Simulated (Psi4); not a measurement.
Reaction (SMILES): PP (P2H4) + [H][H] (H2) → 2 P (PH3)
B3LYP-D3(BJ)/def2-TZVP geometries, fixed; electronic energies without zero-point terms.

Basis-set convergence of the energy of full hydrogenation at MP2 with Psi4. Cartesian d functions, on some or all atoms, in 6-31+G*; all else is spherical. Density fitting with the program's default auxiliary sets. Cores are frozen. Psi4's default fitting sets serve the pcseg sets less well. No added dispersion term, no relativity. Functions are those of the species that has most. Reference: Hartree-Fock in cc-pV(Q+d)Z plus the correlation part extrapolated as X^-3 from cc-pV(T+d)Z and cc-pV(Q+d)Z, -3.01 kcal/mol, itself unsure by roughly 0.20 kcal/mol (a third of the extrapolation step and of the last Hartree-Fock step). Deviations are taken from unrounded values.

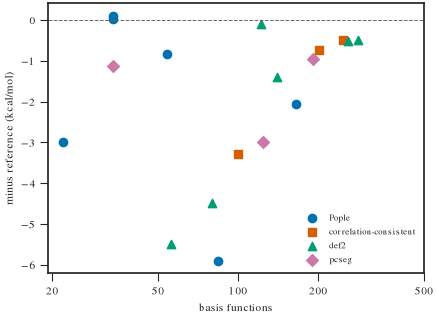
Fig. 1. Deviation from the reference against the number of basis functions, by family of sets.

| basis | functions | energy of full hydrogenation (kcal/mol) | minus reference (kcal/mol) |
|---|---|---|---|
| STO-3G | 22 | -6.00 | -2.99 |
| 3-21G | 34 | -2.90 | 0.10 |
| 6-31G | 34 | -2.98 | 0.03 |
| pcseg-0 | 34 | -4.13 | -1.12 |
| 6-31+G* | 54 | -3.84 | -0.83 |
| def2-SVP | 56 | -8.49 | -5.48 |
| def2-SVPD | 80 | -7.49 | -4.48 |
| 6-311+G** | 84 | -8.90 | -5.90 |
| aug-cc-pV(D+d)Z | 100 | -6.29 | -3.28 |
| def2-TZVPD | 122 | -3.10 | -0.09 |
| pcseg-2 | 124 | -6.00 | -2.99 |
| def2-TZVPP | 140 | -4.40 | -1.40 |
| 6-311++G(3df,3pd) | 166 | -5.08 | -2.07 |
| aug-pcseg-2 | 192 | -3.97 | -0.97 |
| aug-cc-pV(T+d)Z | 202 | -3.74 | -0.73 |
| cc-pV(Q+d)Z | 248 | -3.51 | -0.50 |
| def2-QZVPP | 260 | -3.52 | -0.51 |
| def2-QZVPPD | 284 | -3.50 | -0.49 |
